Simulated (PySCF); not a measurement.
# GeNH2Cl3 (SMILES [NH2][Ge]([Cl])([Cl])[Cl]) at 6 levels

We compute a comparison of 6 runs (HF/STO-3G, HF/6-31G*, HF/def2-SVP, SVWN5/6-31G, B3LYP/6-31G*, r2SCAN/cc-pVDZ) of GeNH2Cl3. Input form: a Python script.

The results are computed with PySCF 2.14.0.

## (1) The system as given

The species is GeNH2Cl3 (7 atoms), meant as a singlet with charge 0. SMILES: `[NH2][Ge]([Cl])([Cl])[Cl]`. The coordinates come from a PBE0-D4/def2-TZVP relaxation.

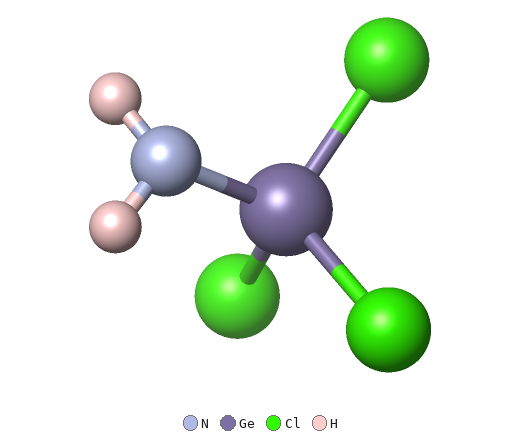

The structure, seen from a chosen angle (nitrogen light blue, germanium purple, chlorine green, hydrogen pink).

## (2) Energy and gradient at HF/STO-3G (run 1)

calc.py reads:

```python
import pyscf.grad
from pyscf import gto

mol = gto.M(
    atom='''
N     -0.901966     1.031601     1.863081
Ge     0.356591    -0.748332    -0.755513
Cl     3.179842    -3.219526     0.663105
Cl    -2.650152    -2.822306    -2.413369
Cl     2.056400     1.444129    -3.698194
H      0.417629     1.989126     2.860289
H     -2.342505     2.196618     1.394240
''',
    basis='sto-3g',
    verbose=4,
    max_memory=1860,
    unit='bohr',
)

myscf = mol.RHF()
myscf.conv_tol = 1e-10
myscf.kernel()
if not myscf.converged:
    myscf = myscf.newton().run(myscf.mo_coeff, myscf.mo_occ)

etot = myscf.e_tot
print(f'total energy: {etot:.8f} hartree')
grad = myscf.Gradients().kernel()
myscf.analyze()
```

Started as:

```sh
$ OMP_NUM_THREADS=1 python calc.py
```

What it wrote:

```text
PySCF version 2.14.0

[... 76 lines left out ...]
Nuclear Repulsion Energy =             699.382793246657116
[... 9 lines left out ...]
MO #4   energy= -103.68830453064   occ= 2
[... 7 lines left out ...]
MO #12  energy= -10.3783565149921  occ= 2
[... 7 lines left out ...]
MO #20  energy= -7.81658748390238  occ= 2
[... 7 lines left out ...]
MO #28  energy= -1.03649901760871  occ= 2
[... 7 lines left out ...]
MO #36  energy= -0.645694543891696 occ= 2
[... 7 lines left out ...]
MO #44  energy= -0.414864131138399 occ= 2
[... 7 lines left out ...]
MO #52  energy= 0.693488385885972  occ= 0
[... 62 lines left out ...]
Dipole moment(X, Y, Z, Debye): -0.67971,  2.63126,  1.65054
```

It took 6.3 s on 1 thread of Intel Xeon at 2.70GHz, shared host; peak memory 0.13 GiB.

## (3) Energy and gradient at HF/6-31G(d) (spherical functions) (run 2)

mol.xyz reads:

```xyz
7

N     -0.477300     0.545900     0.985900
Ge     0.188700    -0.396000    -0.399800
Cl     1.682700    -1.703700     0.350900
Cl    -1.402400    -1.493500    -1.277100
Cl     1.088200     0.764200    -1.957000
H      0.221000     1.052600     1.513600
H     -1.239600     1.162400     0.737800
```

run.py reads:

```python
import pyscf.grad
from pyscf import gto

molecule = gto.M(
    atom='mol.xyz',
    charge=0,
    verbose=3,
    max_memory=1860,
    basis='6-31g*',
)

hf = molecule.RHF()
hf.conv_tol = 1e-10
hf.kernel()
if not hf.converged:
    hf = hf.newton().run(hf.mo_coeff, hf.mo_occ)

e_tot = hf.e_tot
print(f'total energy: {e_tot:.8f} hartree')
grad = hf.Gradients().kernel()
hf.analyze()
```

Started as:

```sh
$ OMP_NUM_THREADS=1 python run.py
```

What it wrote:

```text
converged SCF energy = -3509.27950652854
total energy: -3509.27950653 hartree
[... 23 lines left out ...]
MO #13  energy= -8.04198333870124  occ= 2
[... 12 lines left out ...]
MO #26  energy= -1.75653496881817  occ= 2
[... 12 lines left out ...]
MO #39  energy= -0.56043087530921  occ= 2
[... 12 lines left out ...]
MO #52  energy= 0.241789149423811  occ= 0
[... 12 lines left out ...]
MO #65  energy= 0.687221432159663  occ= 0
[... 12 lines left out ...]
MO #78  energy= 1.13052274702968   occ= 0
[... 12 lines left out ...]
MO #91  energy= 1.42621646877265   occ= 0
[... 12 lines left out ...]
MO #104 energy= 3.90694756905035   occ= 0
[... 8 lines left out ...]
Dipole moment(X, Y, Z, Debye): -0.56171,  2.38537,  1.39374
```

It took 35 s on 1 thread of Intel Xeon at 2.70GHz, shared host; peak memory 0.23 GiB.

Runs 3 to 5 aren't shown in full; the table further down has their settings and results.

## (4) Energy and gradient at r2SCAN/cc-pVDZ (run 6)

run.py reads:

```python
from pyscf import gto, dft

system = gto.M(
    atom=[
    ('N', (-0.477300, 0.545900, 0.985900)),
    ('Ge', (0.188700, -0.396000, -0.399800)),
    ('Cl', (1.682700, -1.703700, 0.350900)),
    ('Cl', (-1.402400, -1.493500, -1.277100)),
    ('Cl', (1.088200, 0.764200, -1.957000)),
    ('H', (0.221000, 1.052600, 1.513600)),
    ('H', (-1.239600, 1.162400, 0.737800)),
],
    max_memory=1860,
    basis='cc-pvdz',
    verbose=4,
)

mf = dft.RKS(system, xc='r2scan')
mf.grids.level = 5
mf.conv_tol = 1e-10
mf.kernel()
if not mf.converged:
    mf = mf.newton().run(mf.mo_coeff, mf.mo_occ)

etot = mf.e_tot
print(f'total energy: {etot:.8f} hartree')
grad = mf.nuc_grad_method().kernel()
dip = mf.dip_moment()
pop, q = mf.mulliken_pop()
```

Started as:

```sh
$ OMP_NUM_THREADS=1 python run.py
```

What it wrote:

```text
PySCF version 2.14.0

[... 80 lines left out ...]
converged SCF energy = -3513.56289524023
total energy: -3513.56289524 hartree
[... 14 lines left out ...]
Dipole moment(X, Y, Z, Debye): -0.63597,  2.15386,  1.50100
[... 113 lines left out ...]
charge of    6H =      0.13212
```

It took 84 s on 1 thread of Intel Xeon at 2.70GHz, shared host; peak memory 1.1 GiB.

## (5) Overview of the runs

```csv
run,level,integration grid,energy (Eh),dipole moment (D),HOMO energy (eV),LUMO energy (eV),wall time
1,HF/STO-3G,–,-3470.592601,3.18,-10.36,5.80,6.3 s
2,HF/6-31G* (spherical functions),–,-3509.279507,2.82,-12.22,2.66,35 s
3,HF/def2-SVP,–,-3508.895874,2.61,-12.13,3.18,21 s
4,SVWN5/6-31G,5,-3505.163856,3.29,-7.25,-3.14,30 s
5,B3LYP/6-31G* (spherical functions),5,-3513.435644,2.73,-8.17,-1.66,60 s
6,r2SCAN/cc-pVDZ,5,-3513.562895,2.70,-7.30,-2.04,84 s
```

## (6) Outcome

| quantity | value |
| --- | --- |
| run 6: total energy | -3513.56290 Eh |
| run 6: dipole moment | 2.70 D |
| run 6: HOMO energy | -7.30 eV |
| run 6: LUMO energy | -2.04 eV |
| run 6: HOMO–LUMO gap | 5.26 eV |
| run 6: largest force on an atom | 0.549 eV/Å |

In words: The dipole moment (its size) runs from 2.61 D (HF/def2-SVP) to 3.29 D (SVWN5/6-31G). The two ends differ in method and basis. The HOMO–LUMO gap runs from 4.11 eV (SVWN5/6-31G) to 16.17 eV (HF/STO-3G). Totals of different functionals can't be ranked against each other. In run 1 the basis is minimal, so the values are rough. All runs together took 3.9 min, the longest 84 s.
